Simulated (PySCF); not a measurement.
# Excited-state calculation, with input and output: InPH6 (part 2 of 2)

InPH6; NEVPT2/LANL08, RHF, core potentials lanl08 (PySCF 2.14.0). The geometry comes from this level: PBE0-D4/def2-TZVP.

Geometry of the input (Å):
```
P  -0.5933  0.0626  -1.0266
In 0.8220  -0.0999  1.3628
H  -1.9975  -0.0772  -1.0218
H  -0.3189  -0.8557  -2.0621
H  -0.5268  1.2405  -1.8008
H  0.0233  1.2408  2.1119
H  2.3761  0.1407  0.6389
H  0.3074  -1.7088  1.7418
```

Output, continued
```
<CAS-nat-orb|mo-hf>  6      6        0.51236061
<CAS-nat-orb|mo-hf>  6      7       -0.43572689
<CAS-nat-orb|mo-hf>  7      6        0.64682325
<CAS-nat-orb|mo-hf>  7      7        0.76181506
<CAS-nat-orb|mo-hf>  8      14      -0.55074428
<CAS-nat-orb|mo-hf>  8      20       0.58195724
<CAS-nat-orb|mo-hf>  9      9        0.55613169
<CAS-nat-orb|mo-hf>  9      22      -0.65893166
<CAS-nat-orb|mo-hf>  10     8        0.93472348
Using density fitting integrals for NEVPT2
Sr    (-1)',   E = -0.00919979587510
Si    (+1)',   E = -0.00022330629769
Sijrs (0)  ,   E = -0.08689303198373
Sijr  (+1) ,   E = -0.00483995117987
Srsi  (-1) ,   E = -0.00377626745133
Srs   (-2) ,   E = -0.03132796366410
Sij   (+2) ,   E = -0.00048615530113
Sir   (0)' ,   E = -0.00241588729551
Nevpt2 Energy = -0.139162359048460

******** <class 'pyscf.mrpt.nevpt2.NEVPT'> ********
NEVPT2 (3e+3e, 6o), ncore = 4, nvir = 50
root = 1
Natural occ [1.99675787 1.91493768 1.0058623  0.99959368 0.0692938  0.01355467]
Natural orbital (expansion on meta-Lowdin AOs) in CAS space
               #1        #2        #3        #4        #5
0  P 3s         -0.07576  -0.09433   0.00305  -0.08919  -0.10580
0  P 4s         -0.02060  -0.02089  -0.00160   0.09235  -0.01103
0  P 5s          0.05099   0.06837  -0.00663   0.25883   0.14686
0  P 3px        -0.00173   0.00278   0.00181   0.00080   0.00143
0  P 3py         0.01899   0.02232   0.00044   0.02460   0.02684
0  P 3pz        -0.04757  -0.03712  -0.01617   0.02485  -0.00203
0  P 4px        -0.01218   0.00561   0.00477   0.00651   0.02521
0  P 4py         0.07880   0.10357  -0.00410   0.04595   0.14043
0  P 4pz        -0.02165  -0.00302  -0.01039   0.05458   0.01441
0  P 5px         0.01584  -0.01496  -0.00895  -0.01215  -0.03176
0  P 5py         0.00685   0.00091   0.00231   0.12401   0.01375
0  P 5pz        -0.00924   0.01386  -0.01153   0.08114   0.03620
1 In 5s          0.45540   0.42843   0.00389  -0.11671   0.58545
1 In 6s         -0.05275  -0.06401   0.00348  -0.11875  -0.05915
1 In 7s         -0.04885  -0.03346  -0.00330   0.10790  -0.25749
1 In 5px         0.00026   0.00728  -0.01416   0.02119  -0.01345
1 In 5py         0.00375  -0.00452  -0.01207  -0.00166   0.02693
1 In 5pz         0.00691   0.00619   0.00620   0.03825   0.01991
1 In 6px         0.02970  -0.04767   0.05062  -0.00423  -0.06203
1 In 6py        -0.05828   0.05877   0.04506  -0.00197   0.07153
1 In 6pz        -0.04164   0.00924  -0.02626  -0.01637   0.00364
1 In 7px         0.04592  -0.07621   0.06446   0.44558  -0.10017
1 In 7py        -0.10355   0.10595   0.06827  -0.04046   0.18037
1 In 7pz        -0.07650   0.04283  -0.05723   0.75336   0.12039
2  H 1s          0.01130  -0.02950   0.02898  -0.10755  -0.06271
2  H 2s         -0.01336  -0.01098  -0.00252   0.08240   0.00478
2  H 3s         -0.00656   0.00098  -0.00484  -0.00415   0.00256
2  H 2px         0.00811   0.00289   0.00388   0.01932   0.00806
2  H 2py         0.00144  -0.00161   0.00004  -0.00058  -0.00146
2  H 2pz         0.01182   0.01486  -0.00091   0.02584   0.02315
3  H 1s         -0.05746  -0.01971   0.00128  -0.08583  -0.04077
3  H 2s         -0.00268   0.00427  -0.00109   0.07500   0.02631
3  H 3s          0.01256   0.00493   0.00049  -0.01319   0.00113
3  H 2px         0.00352   0.00567  -0.00210   0.01638   0.01069
3  H 2py        -0.01337  -0.01100  -0.00097   0.00455  -0.01104
3  H 2pz        -0.00271   0.00294  -0.00065   0.03106   0.00993
4  H 1s         -0.00905  -0.04614  -0.02026  -0.09327  -0.06652
4  H 2s         -0.00088  -0.00151  -0.00244   0.07405   0.01167
4  H 3s          0.00393   0.00941   0.00357  -0.01099   0.00879
4  H 2px        -0.00076   0.00431  -0.00166   0.01785   0.00970
4  H 2py         0.00866   0.01258   0.00284  -0.00872   0.01062
4  H 2pz         0.00648   0.00557  -0.00201   0.03112   0.01527
5  H 1s         -0.85343   0.23672   0.00167  -0.06912   0.29273
5  H 2s          0.05426  -0.04689  -0.00056   0.01158  -0.04433
5  H 3s          0.05496  -0.03294  -0.00106   0.03940  -0.05827
5  H 2px        -0.02664   0.01162   0.00876   0.03838   0.02320
5  H 2py         0.04684  -0.02020   0.00859  -0.00115  -0.03495
5  H 2pz         0.02831  -0.01231  -0.00692   0.06903  -0.01535
6  H 1s         -0.00962  -0.58712   0.69849  -0.00572   0.36680
6  H 2s         -0.01416   0.02312  -0.00573   0.01200   0.20701
6  H 3s         -0.01463   0.02854  -0.03396   0.03399   0.03589
6  H 2px        -0.00588   0.03581  -0.04567   0.04003  -0.00570
6  H 2py        -0.01521   0.02002  -0.00049  -0.00313   0.01663
6  H 2pz        -0.00046  -0.01078   0.01590   0.06583   0.01405
7  H 1s         -0.00804  -0.58668  -0.69661  -0.04096   0.36740
7  H 2s         -0.01810   0.02017   0.00529   0.01531   0.20506
7  H 3s         -0.01397   0.02916   0.03188   0.03552   0.03647
7  H 2px         0.01231  -0.02146  -0.00845   0.03790  -0.00739
7  H 2py         0.00136  -0.03106  -0.04583  -0.00744   0.01512
7  H 2pz        -0.01095   0.01918   0.00873   0.06799   0.01458
               #6
0  P 3s         -0.00843
0  P 4s         -0.00815
0  P 5s          0.00235
0  P 3px         0.00045
0  P 3py         0.00046
0  P 3pz         0.10313
0  P 4px        -0.06866
0  P 4py         0.04064
0  P 4pz         0.07728
0  P 5px         0.06533
0  P 5py        -0.03734
0  P 5pz         0.07061
1 In 5s         -0.00902
1 In 6s         -0.00695
1 In 7s          0.00708
1 In 5px        -0.06690
1 In 5py        -0.06034
1 In 5pz         0.03676
1 In 6px        -0.17405
1 In 6py        -0.15421
1 In 6pz         0.08960
1 In 7px        -0.50702
1 In 7py        -0.45198
1 In 7pz         0.25251
2  H 1s         -0.07877
2  H 2s         -0.00618
2  H 3s          0.03483
2  H 2px        -0.02097
2  H 2py        -0.00333
2  H 2pz         0.00446
3  H 1s          0.00747
3  H 2s         -0.00921
3  H 3s         -0.00215
3  H 2px         0.01309
3  H 2py         0.00357
3  H 2pz         0.00321
4  H 1s          0.04351
4  H 2s          0.01879
4  H 3s         -0.01383
4  H 2px         0.01120
4  H 2py        -0.00204
4  H 2pz        -0.00234
5  H 1s         -0.00210
5  H 2s          0.00352
5  H 3s          0.00127
5  H 2px        -0.06718
5  H 2py        -0.05852
5  H 2pz         0.03643
6  H 1s          0.08730
6  H 2s          0.37797
6  H 3s          0.13388
6  H 2px         0.05826
6  H 2py        -0.04226
6  H 2pz        -0.02778
7  H 1s         -0.08831
7  H 2s         -0.38024
7  H 3s         -0.12969
7  H 2px        -0.02598
7  H 2py         0.07019
7  H 2pz         0.00946
<CAS-nat-orb|mo-hf>  5      4       -0.55762610
<CAS-nat-orb|mo-hf>  5      5        0.41940173
<CAS-nat-orb|mo-hf>  5      6       -0.54570861
<CAS-nat-orb|mo-hf>  5      7        0.46244440
<CAS-nat-orb|mo-hf>  6      4       -0.54944858
<CAS-nat-orb|mo-hf>  6      5        0.45663972
<CAS-nat-orb|mo-hf>  6      6        0.53061852
<CAS-nat-orb|mo-hf>  6      7       -0.45024105
<CAS-nat-orb|mo-hf>  7      6        0.63886645
<CAS-nat-orb|mo-hf>  7      7        0.75216997
<CAS-nat-orb|mo-hf>  8      8        0.94033187
<CAS-nat-orb|mo-hf>  9      14      -0.57197980
<CAS-nat-orb|mo-hf>  9      20       0.58709191
<CAS-nat-orb|mo-hf>  10     9        0.55047313
<CAS-nat-orb|mo-hf>  10     22      -0.64903214
Using density fitting integrals for NEVPT2
Sr    (-1)',   E = -0.01114734187001
Si    (+1)',   E = -0.00040305072773
Sijrs (0)  ,   E = -0.08692054954635
Sijr  (+1) ,   E = -0.00359986524856
Srsi  (-1) ,   E = -0.00760078514749
Srs   (-2) ,   E = -0.02381236028134
Sij   (+2) ,   E = -0.00017707960920
Sir   (0)' ,   E = -0.00290126239011
Nevpt2 Energy = -0.136562294820785

******** <class 'pyscf.mrpt.nevpt2.NEVPT'> ********
NEVPT2 (3e+3e, 6o), ncore = 4, nvir = 50
root = 2
Natural occ [1.96856725 1.92856578 1.03503907 0.98070673 0.05207764 0.03504353]
Natural orbital (expansion on meta-Lowdin AOs) in CAS space
               #1        #2        #3        #4        #5
0  P 3s         -0.12042   0.00214   0.03939  -0.07876  -0.10741
0  P 4s         -0.02842   0.00200  -0.05970   0.07112  -0.00916
0  P 5s          0.08615  -0.00057  -0.14722   0.20908   0.15189
0  P 3px         0.00063   0.00173   0.00205   0.00261   0.00139
0  P 3py         0.02930   0.00098  -0.01201   0.02085   0.02731
0  P 3pz        -0.05983  -0.03242  -0.01223   0.02336  -0.00181
0  P 4px        -0.00507   0.01619   0.00621   0.01270   0.02519
0  P 4py         0.12850  -0.00955  -0.00754   0.04798   0.14104
0  P 4pz        -0.01738  -0.02170  -0.02458   0.05050   0.01518
0  P 5px         0.00134  -0.01990  -0.01015  -0.02283  -0.03170
0  P 5py         0.00677   0.01146  -0.08090   0.09346   0.01637
0  P 5pz         0.00343  -0.02106  -0.03764   0.07331   0.03747
1 In 5s          0.62327   0.00294   0.09486  -0.09620   0.58362
1 In 6s         -0.08327   0.00163   0.06451  -0.09809  -0.06144
1 In 7s         -0.05715  -0.00180  -0.06832   0.09097  -0.25544
1 In 5px         0.00538  -0.00239  -0.00992   0.01997  -0.01301
1 In 5py        -0.00039  -0.00198  -0.00299  -0.00489   0.02707
1 In 5pz         0.00960   0.00098  -0.02359   0.02925   0.02064
1 In 6px        -0.01082   0.07855  -0.04098  -0.03866  -0.06098
1 In 6py        -0.00274   0.06983   0.06793   0.04951   0.07021
1 In 6pz        -0.02427  -0.04111   0.03713   0.01017   0.00258
1 In 7px        -0.01420   0.15814  -0.35032   0.28987  -0.08908
1 In 7py        -0.00426   0.14093   0.14606   0.05999   0.17744
1 In 7pz        -0.01973  -0.07982  -0.40834   0.63746   0.13383
2  H 1s         -0.01282   0.03896   0.04387  -0.10203  -0.06429
2  H 2s         -0.01649   0.00052  -0.05115   0.06471   0.00641
2  H 3s         -0.00416  -0.01063   0.00661   0.00017   0.00234
2  H 2px         0.00807   0.00777  -0.01452   0.01265   0.00854
2  H 2py        -0.00005   0.00057  -0.00134  -0.00180  -0.00143
2  H 2pz         0.01899  -0.00099  -0.01341   0.02157   0.02364
3  H 1s         -0.05621  -0.00210   0.07197  -0.05033  -0.04299
3  H 2s          0.00162   0.00227  -0.04279   0.06115   0.02774
3  H 3s          0.01243   0.00052   0.00459  -0.01346   0.00096
3  H 2px         0.00658  -0.00383  -0.00869   0.01374   0.01098
3  H 2py        -0.01722  -0.00145  -0.00244   0.00441  -0.01098
3  H 2pz         0.00030  -0.00041  -0.01624   0.02657   0.01048
4  H 1s         -0.03884  -0.02946   0.03517  -0.08874  -0.06800
4  H 2s         -0.00099  -0.00370  -0.04684   0.05709   0.01315
4  H 3s          0.00917   0.00554   0.01052  -0.00605   0.00852
4  H 2px         0.00254  -0.00305  -0.00817   0.01612   0.00999
4  H 2py         0.01481   0.00293   0.00846  -0.00489   0.01040
4  H 2pz         0.00881  -0.00084  -0.01948   0.02381   0.01591
5  H 1s         -0.46381  -0.00017   0.63399   0.42506   0.27767
5  H 2s          0.00788  -0.00083  -0.06370  -0.03587  -0.04285
5  H 3s          0.01818  -0.00027  -0.07403  -0.00815  -0.05637
5  H 2px        -0.01125   0.02065  -0.00286   0.04639   0.02357
5  H 2py         0.02050   0.01813  -0.03616  -0.03053  -0.03407
5  H 2pz         0.01300  -0.01114  -0.06593   0.03576  -0.01349
6  H 1s         -0.40875   0.67372  -0.30621  -0.28354   0.37284
6  H 2s          0.00529  -0.06781   0.01841   0.02514   0.20628
6  H 3s          0.00909  -0.05476   0.00295   0.04624   0.03590
6  H 2px         0.02056  -0.05366  -0.00256   0.05085  -0.00543
6  H 2py         0.00247   0.00642   0.02181   0.01327   0.01619
6  H 2pz        -0.00711   0.02186  -0.04683   0.04595   0.01552
7  H 1s         -0.40610  -0.67367  -0.30635  -0.28464   0.37369
7  H 2s          0.00031   0.06835   0.01675   0.02789   0.20529
7  H 3s          0.00989   0.05372   0.00301   0.04616   0.03679
7  H 2px        -0.00526  -0.00312  -0.04295   0.01441  -0.00618
7  H 2py        -0.02022  -0.05698  -0.01408  -0.01975   0.01528
7  H 2pz         0.00568   0.00870  -0.02567   0.06601   0.01557
               #6
0  P 3s         -0.00830
0  P 4s         -0.00793
0  P 5s          0.00247
0  P 3px         0.00075
0  P 3py         0.00066
0  P 3pz         0.09914
0  P 4px        -0.06687
0  P 4py         0.03976
0  P 4pz         0.07475
0  P 5px         0.06287
0  P 5py        -0.03591
0  P 5pz         0.06812
1 In 5s         -0.00805
1 In 6s         -0.00685
1 In 7s          0.00659
1 In 5px        -0.06825
1 In 5py        -0.06148
1 In 5pz         0.03746
1 In 6px        -0.16339
1 In 6py        -0.14459
1 In 6pz         0.08396
1 In 7px        -0.48767
1 In 7py        -0.43447
1 In 7pz         0.24287
2  H 1s         -0.07342
2  H 2s         -0.00616
2  H 3s          0.03354
2  H 2px        -0.01996
2  H 2py        -0.00329
2  H 2pz         0.00439
3  H 1s          0.00717
3  H 2s         -0.00892
3  H 3s         -0.00210
3  H 2px         0.01265
3  H 2py         0.00336
3  H 2pz         0.00320
4  H 1s          0.03910
4  H 2s          0.01845
4  H 3s         -0.01308
4  H 2px         0.01086
4  H 2py        -0.00157
4  H 2pz        -0.00249
5  H 1s         -0.00180
5  H 2s          0.00338
5  H 3s          0.00118
5  H 2px        -0.06462
5  H 2py        -0.05634
5  H 2pz         0.03506
6  H 1s          0.20185
6  H 2s          0.37212
6  H 3s          0.12662
6  H 2px         0.05008
6  H 2py        -0.04176
6  H 2pz        -0.02449
7  H 1s         -0.20180
7  H 2s         -0.37384
7  H 3s         -0.12246
7  H 2px        -0.02687
7  H 2py         0.06165
7  H 2pz         0.01107
<CAS-nat-orb|mo-hf>  5      4       -0.78214025
<CAS-nat-orb|mo-hf>  5      5        0.61785158
<CAS-nat-orb|mo-hf>  6      6        0.64626166
<CAS-nat-orb|mo-hf>  6      7        0.76227401
<CAS-nat-orb|mo-hf>  7      6        0.60579825
<CAS-nat-orb|mo-hf>  7      7       -0.51367793
<CAS-nat-orb|mo-hf>  7      8       -0.56645292
<CAS-nat-orb|mo-hf>  8      6        0.46060317
<CAS-nat-orb|mo-hf>  8      8        0.74979182
<CAS-nat-orb|mo-hf>  9      14      -0.57324774
<CAS-nat-orb|mo-hf>  9      20       0.58681221
<CAS-nat-orb|mo-hf>  10     9        0.55610070
<CAS-nat-orb|mo-hf>  10     22      -0.65906180
Using density fitting integrals for NEVPT2
Sr    (-1)',   E = -0.02235721028362
Si    (+1)',   E = -0.00024998770336
Sijrs (0)  ,   E = -0.08695878848696
Sijr  (+1) ,   E = -0.00355477887433
Srsi  (-1) ,   E = -0.00764600772607
Srs   (-2) ,   E = -0.01913762129431
Sij   (+2) ,   E = -0.00018674820235
Sir   (0)' ,   E = -0.00333483760331
Nevpt2 Energy = -0.143425980174309
E(NEVPT2) = -11.726160295
state  energy (Eh)  excitation (eV)
  0     -11.72616030    0.0000
  1     -11.48699059    6.5081
  2     -11.48408922    6.5871
```

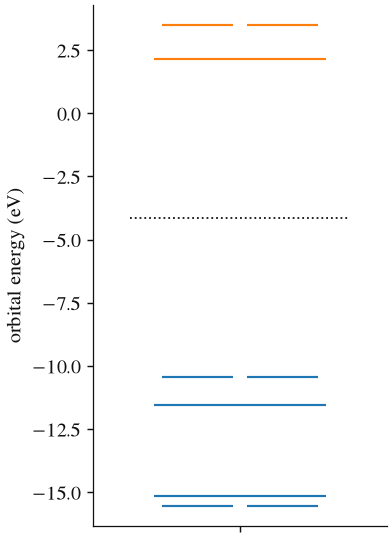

**Figure 1.** Orbital energies near the frontier (SCF reference); the dotted line parts filled from empty levels, and levels within 0.02 eV of each other stand side by side. Highest filled −10.45 eV, lowest empty 2.15 eV, 12.60 eV apart.

Summary

| quantity | value |
| --- | --- |
| outcome | converged |
| total energy | −11.726160 hartree |
| SCF energy | −11.559031 hartree |
| correlation energy | −0.167129 hartree |
| basis functions | 60 |
| HOMO of the SCF reference | −10.45 eV |
| LUMO of the SCF reference | 2.15 eV |
| wall time | 38 s |
| peak memory | 0.16 GiB |

Notes

Settings chosen away from the usual ones: tied set to false; cart set to true; diis_space set to 12; shift set to 0.1.
